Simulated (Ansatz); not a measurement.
# B3LYP/6-31G(d) (spherical functions) run of C4H12Ge (SMILES CC(C)C[GeH3])

Aim: the electronic atomisation energy of C4H12Ge at B3LYP/6-31G* (spherical functions), from 4 runs. 

The results are computed with Ansatz 0.2.0.

35 further runs of the same task are left out: 35 set aside as unsound or not needed.

### Step 1. Starting point

The species is C4H12Ge (17 atoms), meant as a singlet with charge 0. As SMILES, `CC(C)C[GeH3]`. The coordinates come from a PBE0-D4/def2-TZVP relaxation. This is one conformer, not always the lowest.

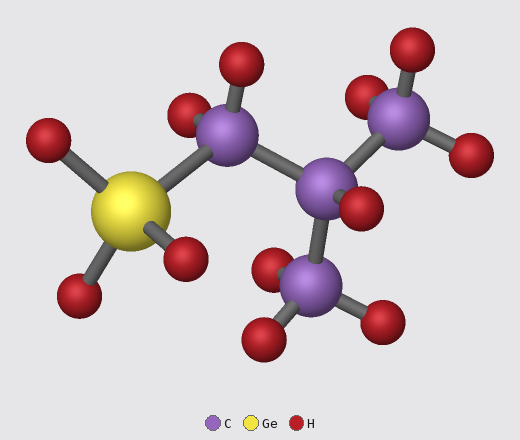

Viewed from a chosen angle; carbon purple, germanium yellow, hydrogen red.

### Step 2. The energy at B3LYP/6-31G(d) (spherical functions)

input.yaml

```yaml
crystal:
  periodic: [false, false, false]
  atoms:
    - {symbol: C, position_ang: [-1.065300, 0.017030, 1.152400]}
    - {symbol: C, position_ang: [0.340480, -0.122320, 0.586260]}
    - {symbol: C, position_ang: [1.025400, -1.359130, 1.152850]}
    - {symbol: C, position_ang: [0.339950, -0.164700, -0.940670]}
    - {symbol: Ge, position_ang: [-0.357840, 1.442150, -1.825170]}
    - {symbol: H, position_ang: [-1.552680, 0.937300, 0.820530]}
    - {symbol: H, position_ang: [-1.049160, 0.026690, 2.244940]}
    - {symbol: H, position_ang: [-1.693240, -0.822160, 0.835830]}
    - {symbol: H, position_ang: [0.919680, 0.755880, 0.900570]}
    - {symbol: H, position_ang: [0.479460, -2.264940, 0.870230]}
    - {symbol: H, position_ang: [2.047150, -1.455690, 0.777150]}
    - {symbol: H, position_ang: [1.069230, -1.323890, 2.244770]}
    - {symbol: H, position_ang: [1.359330, -0.310640, -1.311300]}
    - {symbol: H, position_ang: [-0.243350, -1.023440, -1.291830]}
    - {symbol: H, position_ang: [0.040890, 1.437230, -3.312590]}
    - {symbol: H, position_ang: [-1.892890, 1.528870, -1.742710]}
    - {symbol: H, position_ang: [0.232900, 2.701760, -1.161270]}
basis:
  gaussian: {orbitals: 6-31G_st_-spherical.json}
accuracy: high
hamiltonian: {xc: {name: B3LYP}}
output: {orbitals: {seedname: orbitals}}
```

The basis set 6-31G* is read from a file made from the Basis Set Exchange's data (not shown).

Launch:

```
$ ansatz run input.yaml --threads 1 --pin off --max-ram 3480MiB --events-out events.jsonl --progress --plain --runs-dir runs
```

The program printed:

```text
Warning: RAYON_NUM_THREADS=1 ignored (pool sized by the plan → 1); use --threads N
Functional definition: B3LYP
  name "B3LYP"
  parameter a0 = 0.2
  parameter ax = 0.72
  parameter ac = 0.81
  exchange = (1 - a0 - ax)*slater_x + ax*b88_x + a0*exact_x
  correlation = (1 - ac)*vwn_rpa_c + ac*lyp_c
2816 factors; integrals over basis functions are off by at most 2.1e-8 eV
mean field evaluation 1: about -60846.5201 eV, gradient 6.1e1 eV
mean field evaluation 2: about -60840.2401 eV, gradient 7.7e1 eV
mean field evaluation 4: about -60855.3881 eV, gradient 3.0e0 eV
mean field evaluation 8: about -60855.7035 eV, gradient 2.1e-1 eV
mean field evaluation 16: about -60855.7037 eV, gradient 4.1e-5 eV
mean field -60855.70367103 eV, -2236.4058604330 hartree, gradient 5.9e-8 eV, S^2 0.000000; 0 other end points of the search recorded, 0 dependent functions left out
reference -60855.70371936 eV, -2236.4058622091 hartree; 34, 34 occupied and 78, 78 virtual orbitals, 2816 factors
Total energy: -60855.70371936 eV, -2236.4058622091 hartree
```

Run time: 19 s. Hardware: 1 thread of Arm Neoverse V2, shared host; peak memory 0.53 GiB.

### Step 3. The C atom

input.yaml

```yaml
basis:
  gaussian: {orbitals: 6-31G_st_-spherical.json}
crystal:
  periodic: [false, false, false]
  atoms:
    - {symbol: C, position_ang: [0.000000, 0.000000, 0.000000]}
magnetization: {spin_polarized: true, initial_magnetization: 2}
hamiltonian: {xc: {name: B3LYP}}
accuracy: high
```

The basis set 6-31G* is read from a file made from the Basis Set Exchange's data (not shown).

Launch:

```
$ ansatz run input.yaml --threads 1 --pin off --max-ram 3480MiB --events-out events.jsonl --progress --plain --runs-dir runs
```

The program printed, cut to the lines that bear on the results:

```text
Warning: RAYON_NUM_THREADS=1 ignored (pool sized by the plan → 1); use --threads N
[... 7 set-up lines as earlier in the session ...]
96 factors; integrals over basis functions are off by at most 1.1e-9 eV
mean field evaluation 1: about -1029.7320 eV, gradient 3.6e0 eV
mean field evaluation 2: about -1029.7994 eV, gradient 1.0e0 eV
mean field evaluation 4: about -1029.8062 eV, gradient 2.3e-1 eV
mean field evaluation 8: about -1029.8066 eV, gradient 6.7e-6 eV
mean field -1029.80656969 eV, -37.8446934081 hartree, gradient 9.8e-9 eV, S^2 2.001951; 0 other end points of the search recorded, 0 dependent functions left out
reference -1029.80658741 eV, -37.8446940593 hartree; 4, 2 occupied and 10, 12 virtual orbitals, 96 factors
Total energy: -1029.80658741 eV, -37.8446940593 hartree
```

It took 0.28 s on 1 thread of Arm Neoverse V2, shared host.

### Step 4. The Ge atom, same level

input.yaml

```yaml
crystal:
  periodic: [false, false, false]
  atoms:
    - symbol: Ge
      position_ang: [0.000000, 0.000000, 0.000000]
basis:
  gaussian:
    orbitals: 6-31G_st_-spherical.json
magnetization:
  spin_polarized: true
  initial_magnetization: 2
hamiltonian:
  xc: {name: B3LYP}
accuracy: high
```

The basis set 6-31G* is read from a file made from the Basis Set Exchange's data (not shown).

Run the same way, it converges to -2076.68559 Eh (log not shown).

### Step 5. The H atom

run.yaml

```yaml
crystal:
  periodic: [false, false, false]
  atoms:
    - {symbol: H, position_ang: [0.000000, 0.000000, 0.000000]}
basis:
  gaussian:
    orbitals: "6-31G*"
magnetization:
  spin_polarized: true
  initial_magnetization: 1
hamiltonian:
  xc: {name: B3LYP}
accuracy: high
```

Run the same way, it converges to -0.50027 Eh (log not shown).

### Step 6. Outcome

Level: B3LYP/6-31G* (spherical functions).

| quantity | value |
| --- | --- |
| molecule: total energy | -2236.40586 Eh |
| molecule: HOMO energy | -7.84 eV |
| molecule: LUMO energy | 1.16 eV |
| molecule: HOMO–LUMO gap | 9.00 eV |
| C atom: total energy | -37.84469 Eh |
| C atom: ⟨S²⟩ | 2.002 |
| Ge atom: total energy | -2076.68559 Eh |
| Ge atom: ⟨S²⟩ | 2.002 |
| H atom: total energy | -0.50027 Eh |
| H atom: ⟨S²⟩ | 0.750 |
| electronic atomisation energy | 63.626 eV |

What this shows: Taking the molecule apart into free atoms costs 63.63 eV (1467 kcal/mol), before zero-point energy and without spin-orbit coupling.
